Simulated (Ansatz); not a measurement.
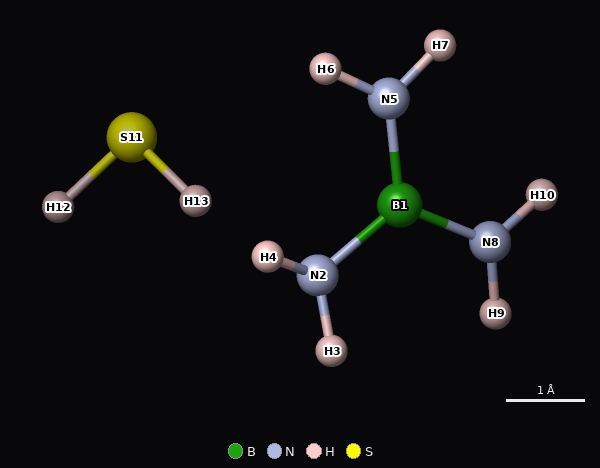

The input geometry (ball-and-stick view, seen at a tilt; atoms are numbered from 1 in the order of the input). Bond lengths as drawn: B–N 1.42 to 1.44 Å, H–N 0.99 to 1.00 Å and H–S 1.33 Å.

**BN$_{3}$H$_{8}$S: nudged elastic band (part 1 of 2)**

System: BN$_{3}$H$_{8}$S.
Method: RHF/6-31G* (Ansatz 0.2.0).

The run did not end well. It belongs to a series of runs on one base structure; here: band between the two ends.

## The program's output
```
Engine: ansatz 0.2.0, x86_64-unknown-linux-gnu
Functional definition: HF
  exchange = exact_x
  correlation = 0
1094 factors; integrals over basis functions are off by at most 6.3e-4 eV
mean field evaluation 1: about -16058.5005 eV, gradient 4.5e1 eV
mean field evaluation 2: about -16058.5667 eV, gradient 4.5e1 eV
mean field evaluation 4: about -16063.0966 eV, gradient 3.3e0 eV
mean field evaluation 8: about -16063.1357 eV, gradient 1.1e-1 eV
mean field -16063.13572256 eV, -590.3093498198 hartree, gradient 2.5e-5 eV, S^2 0.000000; 0 other end points of the search recorded, 0 dependent functions left out
the calculation of the forces begins
reference -16063.13572256 eV, -590.3093498198 hartree; 25, 25 occupied and 70, 70 virtual orbitals, 1094 factors
1086 factors; integrals over basis functions are off by at most 7.8e-4 eV
mean field evaluation 16: about -16062.9918 eV, gradient 3.4e0 eV
mean field -16063.03741817 eV, -590.3057371998 hartree, gradient 5.0e-5 eV, S^2 0.000000; 0 other end points of the search recorded, 0 dependent functions left out
[... from here on the field's lines of each further geometry are left out, up to the last ...]
NEB iter   1: max|band force component| = 4.921e1 eV/Å  barrier→ = 10.0942 eV  barrier← = 9.9959 eV  Δτ_max = 0.2000 Å  (243 SCF iters)
NEB iter   2: max|band force component| = 6.860e0 eV/Å  barrier→ = 4.8331 eV  barrier← = 4.7348 eV  Δτ_max = 0.2000 Å  (178 SCF iters)
NEB iter   3: max|band force component| = 4.149e0 eV/Å  barrier→ = 3.2415 eV  barrier← = 3.1432 eV  Δτ_max = 0.2000 Å  (157 SCF iters)
NEB iter   4: max|band force component| = 2.791e0 eV/Å  barrier→ = 2.2541 eV  barrier← = 2.1558 eV  Δτ_max = 0.1961 Å  (158 SCF iters)
NEB iter   5: max|band force component| = 1.920e0 eV/Å  barrier→ = 1.5801 eV  barrier← = 1.4818 eV  Δτ_max = 0.2000 Å  (159 SCF iters)
NEB iter   6: max|band force component| = 1.128e0 eV/Å  barrier→ = 1.2474 eV  barrier← = 1.1491 eV  Δτ_max = 0.2000 Å  (158 SCF iters)
NEB iter   7: max|band force component| = 4.688e0 eV/Å  barrier→ = 1.1643 eV  barrier← = 1.0660 eV  Δτ_max = 0.1006 Å  (160 SCF iters)
NEB iter   8: max|band force component| = 1.452e0 eV/Å  barrier→ = 0.9603 eV  barrier← = 0.8620 eV  Δτ_max = 0.1960 Å  (162 SCF iters)
NEB iter   9: max|band force component| = 7.914e-1 eV/Å  barrier→ = 0.8863 eV  barrier← = 0.7880 eV  Δτ_max = 0.1648 Å  (158 SCF iters)
NEB iter  10: max|band force component| = 5.559e-1 eV/Å  barrier→ = 0.8450 eV  barrier← = 0.7467 eV  Δτ_max = 0.1648 Å  (160 SCF iters)
NEB iter  11: max|band force component| = 4.018e-1 eV/Å  barrier→ = 0.8332 eV  barrier← = 0.7349 eV  CI = image 3  Δτ_max = 0.1976 Å  (160 SCF iters)
NEB iter  12: max|band force component| = 1.301e0 eV/Å  barrier→ = 0.9463 eV  barrier← = 0.8480 eV  CI = image 3  Δτ_max = 0.0999 Å  (160 SCF iters)
NEB iter  13: max|band force component| = 1.355e0 eV/Å  barrier→ = 0.9993 eV  barrier← = 0.9010 eV  CI = image 3  Δτ_max = 0.1971 Å  (159 SCF iters)
NEB iter  14: max|band force component| = 1.503e0 eV/Å  barrier→ = 1.1478 eV  barrier← = 1.0495 eV  CI = image 3  Δτ_max = 0.1981 Å  (157 SCF iters)
NEB iter  15: max|band force component| = 1.353e0 eV/Å  barrier→ = 1.2919 eV  barrier← = 1.1936 eV  CI = image 3  Δτ_max = 0.1974 Å  (153 SCF iters)
NEB iter  16: max|band force component| = 1.408e0 eV/Å  barrier→ = 1.3585 eV  barrier← = 1.2602 eV  CI = image 3  Δτ_max = 0.1996 Å  (159 SCF iters)
NEB iter  17: max|band force component| = 1.409e0 eV/Å  barrier→ = 1.3529 eV  barrier← = 1.2546 eV  CI = image 3  Δτ_max = 0.1980 Å  (157 SCF iters)
NEB iter  18: max|band force component| = 1.258e0 eV/Å  barrier→ = 1.2731 eV  barrier← = 1.1748 eV  CI = image 3  Δτ_max = 0.1977 Å  (160 SCF iters)
NEB iter  19: max|band force component| = 1.088e0 eV/Å  barrier→ = 1.2180 eV  barrier← = 1.1197 eV  CI = image 3  Δτ_max = 0.2000 Å  (157 SCF iters)
NEB iter  20: max|band force component| = 1.160e0 eV/Å  barrier→ = 1.1501 eV  barrier← = 1.0518 eV  CI = image 3  Δτ_max = 0.1981 Å  (156 SCF iters)
NEB iter  21: max|band force component| = 2.096e0 eV/Å  barrier→ = 1.2362 eV  barrier← = 1.1379 eV  CI = image 3  Δτ_max = 0.0993 Å  (161 SCF iters)
NEB iter  22: max|band force component| = 2.803e0 eV/Å  barrier→ = 1.3530 eV  barrier← = 1.2547 eV  CI = image 3  Δτ_max = 0.1001 Å  (159 SCF iters)
NEB iter  23: max|band force component| = 2.940e0 eV/Å  barrier→ = 1.3426 eV  barrier← = 1.2443 eV  CI = image 3  Δτ_max = 0.1956 Å  (159 SCF iters)
NEB iter  24: max|band force component| = 3.081e0 eV/Å  barrier→ = 1.3481 eV  barrier← = 1.2498 eV  CI = image 3  Δτ_max = 0.1835 Å  (158 SCF iters)
NEB iter  25: max|band force component| = 3.002e0 eV/Å  barrier→ = 1.3891 eV  barrier← = 1.2908 eV  CI = image 3  Δτ_max = 0.0928 Å  (160 SCF iters)
NEB iter  26: max|band force component| = 3.914e0 eV/Å  barrier→ = 1.6719 eV  barrier← = 1.5736 eV  CI = image 3  Δτ_max = 0.1989 Å  (155 SCF iters)
NEB iter  27: max|band force component| = 4.383e0 eV/Å  barrier→ = 1.7399 eV  barrier← = 1.6416 eV  CI = image 3  Δτ_max = 0.1075 Å  (152 SCF iters)
NEB iter  28: max|band force component| = 4.322e0 eV/Å  barrier→ = 1.7874 eV  barrier← = 1.6891 eV  CI = image 3  Δτ_max = 0.1993 Å  (160 SCF iters)
NEB iter  29: max|band force component| = 4.639e0 eV/Å  barrier→ = 1.8252 eV  barrier← = 1.7269 eV  CI = image 3  Δτ_max = 0.1960 Å  (151 SCF iters)
NEB iter  30: max|band force component| = 4.249e0 eV/Å  barrier→ = 1.7336 eV  barrier← = 1.6353 eV  CI = image 3  Δτ_max = 0.1506 Å  (153 SCF iters)
NEB iter  31: max|band force component| = 4.128e0 eV/Å  barrier→ = 1.8019 eV  barrier← = 1.7036 eV  CI = image 3  Δτ_max = 0.1990 Å  (153 SCF iters)
NEB iter  32: max|band force component| = 4.654e0 eV/Å  barrier→ = 1.8633 eV  barrier← = 1.7650 eV  CI = image 3  Δτ_max = 0.1997 Å  (153 SCF iters)
NEB iter  33: max|band force component| = 4.257e0 eV/Å  barrier→ = 1.8276 eV  barrier← = 1.7293 eV  CI = image 3  Δτ_max = 0.1988 Å  (153 SCF iters)
NEB iter  34: max|band force component| = 4.663e0 eV/Å  barrier→ = 1.8492 eV  barrier← = 1.7509 eV  CI = image 3  Δτ_max = 0.1955 Å  (150 SCF iters)
NEB iter  35: max|band force component| = 4.172e0 eV/Å  barrier→ = 1.7908 eV  barrier← = 1.6925 eV  CI = image 3  Δτ_max = 0.1987 Å  (153 SCF iters)
NEB iter  36: max|band force component| = 4.533e0 eV/Å  barrier→ = 1.7910 eV  barrier← = 1.6927 eV  CI = image 3  Δτ_max = 0.1961 Å  (152 SCF iters)
NEB iter  37: max|band force component| = 4.025e0 eV/Å  barrier→ = 1.7108 eV  barrier← = 1.6125 eV  CI = image 3  Δτ_max = 0.1975 Å  (153 SCF iters)
NEB iter  38: max|band force component| = 4.705e0 eV/Å  barrier→ = 1.8543 eV  barrier← = 1.7560 eV  CI = image 3  Δτ_max = 0.1959 Å  (156 SCF iters)
NEB iter  39: max|band force component| = 4.089e0 eV/Å  barrier→ = 1.7407 eV  barrier← = 1.6424 eV  CI = image 3  Δτ_max = 0.0812 Å  (154 SCF iters)
NEB iter  40: max|band force component| = 4.479e0 eV/Å  barrier→ = 1.8761 eV  barrier← = 1.7778 eV  CI = image 3  Δτ_max = 0.1328 Å  (151 SCF iters)
NEB iter  41: max|band force component| = 4.397e0 eV/Å  barrier→ = 1.9885 eV  barrier← = 1.8902 eV  CI = image 3  Δτ_max = 0.1990 Å  (147 SCF iters)
NEB iter  42: max|band force component| = 4.867e0 eV/Å  barrier→ = 2.0015 eV  barrier← = 1.9032 eV  CI = image 3  Δτ_max = 0.1951 Å  (148 SCF iters)
NEB iter  43: max|band force component| = 4.526e0 eV/Å  barrier→ = 2.0457 eV  barrier← = 1.9474 eV  CI = image 3  Δτ_max = 0.1991 Å  (154 SCF iters)
NEB iter  44: max|band force component| = 4.878e0 eV/Å  barrier→ = 2.0028 eV  barrier← = 1.9045 eV  CI = image 3  Δτ_max = 0.1435 Å  (144 SCF iters)
NEB iter  45: max|band force component| = 5.307e0 eV/Å  barrier→ = 2.1483 eV  barrier← = 2.0500 eV  CI = image 3  Δτ_max = 0.1954 Å  (149 SCF iters)
NEB iter  46: max|band force component| = 4.896e0 eV/Å  barrier→ = 2.1207 eV  barrier← = 2.0224 eV  CI = image 3  Δτ_max = 0.1992 Å  (153 SCF iters)
NEB iter  47: max|band force component| = 5.030e0 eV/Å  barrier→ = 2.0184 eV  barrier← = 1.9200 eV  CI = image 3  Δτ_max = 0.1949 Å  (145 SCF iters)
NEB iter  48: max|band force component| = 4.765e0 eV/Å  barrier→ = 2.0712 eV  barrier← = 1.9729 eV  CI = image 3  Δτ_max = 0.1992 Å  (153 SCF iters)
NEB iter  49: max|band force component| = 4.906e0 eV/Å  barrier→ = 1.9801 eV  barrier← = 1.8818 eV  CI = image 3  Δτ_max = 0.1956 Å  (153 SCF iters)
NEB iter  50: max|band force component| = 4.613e0 eV/Å  barrier→ = 1.9761 eV  barrier← = 1.8778 eV  CI = image 3  Δτ_max = 0.1990 Å  (154 SCF iters)
NEB iter  51: max|band force component| = 4.861e0 eV/Å  barrier→ = 1.9393 eV  barrier← = 1.8410 eV  CI = image 3  Δτ_max = 0.1398 Å  (147 SCF iters)
NEB iter  52: max|band force component| = 4.737e0 eV/Å  barrier→ = 1.9998 eV  barrier← = 1.9015 eV  CI = image 3  Δτ_max = 0.1991 Å  (163 SCF iters)
NEB iter  53: max|band force component| = 4.878e0 eV/Å  barrier→ = 1.9427 eV  barrier← = 1.8444 eV  CI = image 3  Δτ_max = 0.1955 Å  (146 SCF iters)
NEB iter  54: max|band force component| = 4.546e0 eV/Å  barrier→ = 1.8951 eV  barrier← = 1.7968 eV  CI = image 3  Δτ_max = 0.1989 Å  (154 SCF iters)
NEB iter  55: max|band force component| = 4.672e0 eV/Å  barrier→ = 1.8488 eV  barrier← = 1.7505 eV  CI = image 3  Δτ_max = 0.1961 Å  (148 SCF iters)
NEB iter  56: max|band force component| = 4.329e0 eV/Å  barrier→ = 1.7863 eV  barrier← = 1.6880 eV  CI = image 3  Δτ_max = 0.1982 Å  (151 SCF iters)
NEB iter  57: max|band force component| = 4.999e0 eV/Å  barrier→ = 1.9757 eV  barrier← = 1.8773 eV  CI = image 3  Δτ_max = 0.1957 Å  (156 SCF iters)
NEB iter  58: max|band force component| = 4.651e0 eV/Å  barrier→ = 1.9108 eV  barrier← = 1.8125 eV  CI = image 3  Δτ_max = 0.1990 Å  (155 SCF iters)
NEB iter  59: max|band force component| = 4.908e0 eV/Å  barrier→ = 1.9266 eV  barrier← = 1.8283 eV  CI = image 3  Δτ_max = 0.1961 Å  (152 SCF iters)
the calculation of the forces begins
reference -16062.84738434 eV, -590.2987535856 hartree; 25, 25 occupied and 70, 70 virtual orbitals, 1093 factors
these checks for a lower state are left out or cut short: starts, cluster_reference, orbital_swaps, neighbouring_geometries, increment
1088 factors; integrals over basis functions are off by at most 8.0e-4 eV
mean field evaluation 2112: about -16063.0339 eV, gradient 2.5e-5 eV
mean field -16063.03388873 eV, -590.3056074955 hartree, gradient 8.3e-5 eV, S^2 0.000000; 0 other end points of the search recorded, 0 dependent functions left out
the calculation of the forces begins
reference -16063.03388873 eV, -590.3056074955 hartree; 25, 25 occupied and 70, 70 virtual orbitals, 1088 factors
NEB iter  60: max|band force component| = 4.544e0 eV/Å  barrier→ = 1.8578 eV  barrier← = 1.7595 eV  CI = image 3  Δτ_max = 0.1988 Å  (152 SCF iters)
```

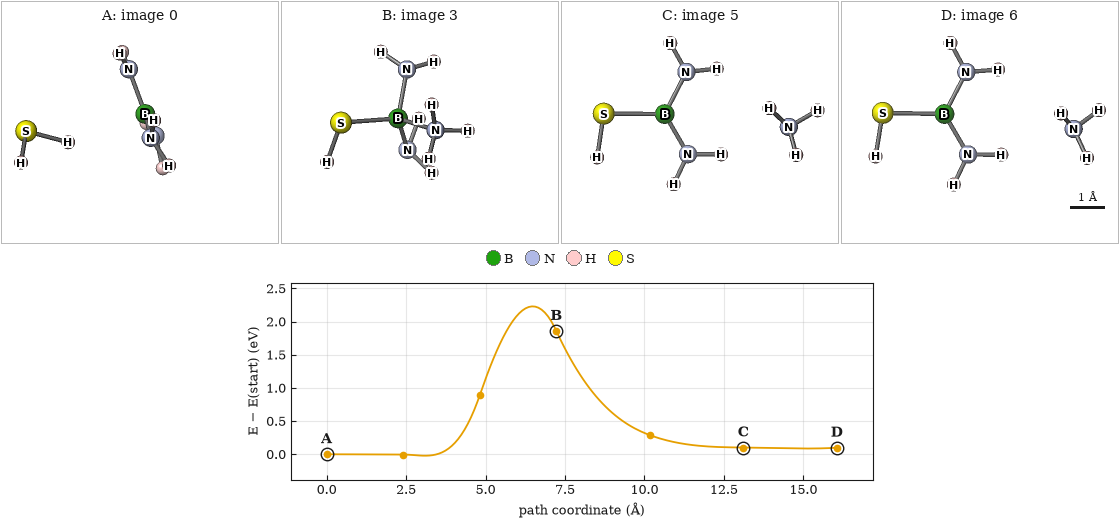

Images of the last band (counted from 0; ball-and-stick, seen at a tilt) above the energy along the path; the line is a cubic interpolation that uses the forces. The highest image is number 3, 1.858 eV above the start and 1.760 eV above the end (the climbing image); the end lies 0.098 eV above the start. The path is 16.05 Å long. The band had not converged after 60 iterations.

```
Unfinished report: {"positions_ang":[[-0.29112556367573855,0.6314953885152351,0.035174238902022224],[-0.15157437639309893,0.10913893554447648,1.6853383092085472],[-0.9253600130464543,0.3909096710697428,2.259970222689258],[-0.017650862513174093,-0.8823066998973564,1.786405043025204],[1.128423550643762,0.47786992830944186,-0.4376545600510099],[1.423095057844417,-0.44768619864412285,-0.6887525941218995],[1.4091568739195033,1.1101005553278007,-1.1578064697019994],[-1.3506718490111098,-0.23214995934887817,-0.6881352575189059],[-1.8341014348963893,-0.9214878779508127,-0.15063604585238477],[-0.4695661776725012,-0.6128825539141083,-1.2019185765234295],[-0.6051134534626492,2.5321688617689406,0.2488785143393276],[-1.903296781178077,2.5800405096570773,-0.007400399186449862],[0.6744820194415105,0.5749884495625673,2.0284375647917186]],"unchecked":["starts","cluster_reference","orbital_swaps","neighbouring_geometries","increment"],"mean_field":{"relativity":"none","state":{"energy":{"ev":-16061.277896795737,"hartree":-590.241075982073},"converged":true,"gradient_ev":0.000020031812341554323,"stability":{"kind":"minimum","curvature_ev":33.030436833374},"curvature_floor_ev":0.00030000000000000003,"spin_squared":1.4210854715202004e-14},"others":[],"fillings":{"estimated":0,"unestimated":0,"tried":0,"untried":0,"excluded_magnetic_sites":0},"n_dropped_functions":0,"n_trapped_functions":0,"passes":{"evaluations":4,"products":28},"factors":{"origin":"Cholesky decomposition","count":1094,"bound_ev":0.0007913120303656086},"gradient_stop_ev":0.00009,"reference_kind":"stationary","symmetry":{"irreps":["A"],"axes":[[0.998603017693557,0.003223493087116696,0.052741085935339306],[0.0006297705521314707,0.9973404619368769,-0.07288076819428481],[-0.05283574966226185,0.07281216983344692,0.9959451648970299]],"occupied":[{"A":25},{"A":25}]},"held":{"pivots":1094,"left_out":0,"joined":0},"density_repulsion":{"missed_ev":0.00005259170436812957,"excess_ev":0.0,"most_excess_ev":0.000135,"are_drawn_again":false,"n_first_factors":1094,"energy_change_ev":0.0,"n_dropped_ends":0}},"factors":{"origin":"Cholesky decomposition","count":1094,"bound_ev":0.0007913120303656086},"n_frozen":0,"n_occupied":[25,25],"n_virtual":[70,70],"reference":{"ev":-16061.277896795737,"hartree":-590.241075982073},"total":{"ev":-16061.277896795737,"hartree":-590.241075982073},"forces_ev_per_angstrom":[[-0.641309157262861,0.20583439646731547,0.42885355702329897],[0.11893075320174547,0.09397127603600733,0.022431915426104794],[-0.05873450305113645,-0.01386826867699756,-0.028049412221193216],[0.026619451345959527,-0.022015658791626598,0.013496416830549732],[-0.015360425462460046,0.051318424619693485,0.13159941210928505],[0.06508183896327326,0.039088322632865526,0.003068060444355683],[0.005068630604354159,0.059138141768991806,0.02759088068146222],[4.57452076463812,0.6951552309031109,-0.927243395422068],[0.22295293579083159,-0.35028048173073406,-0.06685268807456697],[-3.9740036720627065,-0.6363514050200924,0.48674473253721784],[-0.10027042389442245,0.05504564987508243,-0.04438396926671741],[-0.08301242556831025,-0.06380829106279301,-0.040244732685588654],[-0.14048376724019238,-0.11322733701868526,-0.007010777380733423]],"charge_distribution":{"dipole_moment_e_ang":[0.18205164790606662,-1.014206026731496,0.8201497727428952],"mulliken_charges_e":[0.7079721072847391,-0.9872212732395971,0.40758152626986066,0.3841140240118197,-1.0144331161233602,0.3140870468769352,0.3648169644720676,-0.9285167136864505,0.31473792597744077,0.2952103053286932,-0.37609276123090396,0.09776251093307664,0.419981453125688],"lowdin_charges_e":[-0.5460850817227509,-0.29612939643393243,0.2646826985079962,0.2556822242331478,-0.4392520992781126,0.22252907258860366,0.2464401373741889,-0.4552560807993853,0.21992144042998119,0.25434459322105585,-0.059468044583205426,0.05703829141267025,0.2755522450497485]},"n_threads":2,"memory_gib":2.556818182580173,"seconds":{"hamiltonian":0.609021307,"orbitals":0.0,"second_order":0.0,"solver_start":0.0,"cycles":0.0,"cycle":0.0,"perturbative":0.0,"full_ci_increment":0.0,"forces":0.0}}
this run last wrote the band of iteration 60 to [file]
Error: NEB band did not converge after 60 iterations: max|band force component| = 4.54e0 eV/Å (threshold 3.0e-2); raise `neb.max_iterations` in a new run, which can start from the last band evaluated (`neb.initial_path`, with `crystal.atoms` and `neb.final_atoms` set to its first and last images), add images, or start from endpoints closer to local minima. Where this run's directory can be resumed (`checkpoint.write`), a resume goes on for up to `neb.max_iterations` more; to start a new run from the last band, take its images' positions from the `neb_iteration` event of iteration 60 (`data.images[].positions_ang`), in the event stream of the run that computed that iteration (not this run's, if it was resumed behind it). With `checkpoint.write`, `steps/00-neb/state/checkpoint.json` in the run directory holds the last saved band, under `neb.evaluated.images[].positions_ang` (a band under a hybrid functional on support functions is neither saved nor resumed: `neb.initial_path` says where its path is): check the last entry of `neb.iterations` there, which is earlier than 60 if that iteration was not saved or its write failed. If the band's step has no `state` directory and holds `state.next`, a write was cut short, and the file is under `state.next` instead (behind a loss of power it can be under `state.prev`)
this run wrote the band of iteration 60 to [file] as well, whether or not its events were kept: a new run's `neb.initial_path` can list its `images[].positions_ang`
a run's events are kept only if it was started with --events-out <file>, and are in that file
```
